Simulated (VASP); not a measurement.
Band structure of SnSe (space group Fm-3m). Method: PBEsol GGA with spin-orbit coupling, VASP's PBE PAW potentials (set 64) (plane waves; VASP).

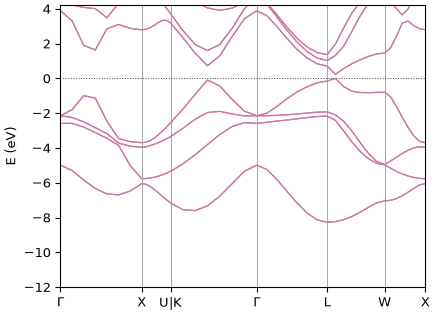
*Bands along high-symmetry lines, zero at the valence-band maximum or, without a gap, the Fermi level*

Problem. Read the plot: is there a gap, and where are the band edges?

Solution. The gap is direct, 0.23 eV, from the valence maximum at L-W at 0.14 to the conduction minimum at L-W at 0.14.

The structure comes from a computed database's SnSe entry (Fm-3m); how it stands against other phases isn't given here. It was relaxed first.
